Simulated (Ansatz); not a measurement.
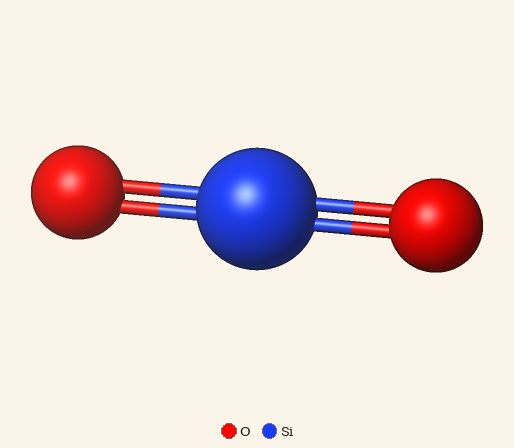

The computed structure is the end point of a PBE0-D4/def2-TZVP optimisation. No frequency run is at hand to confirm it as a minimum.

Give the structural formula.

SMILES: O=[Si]=O

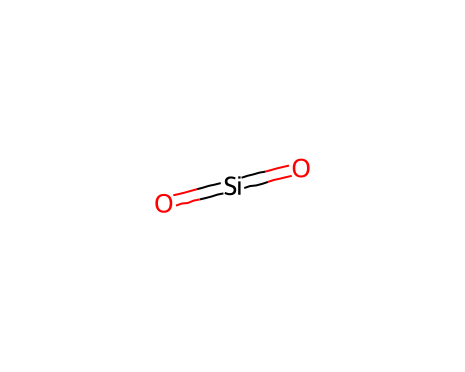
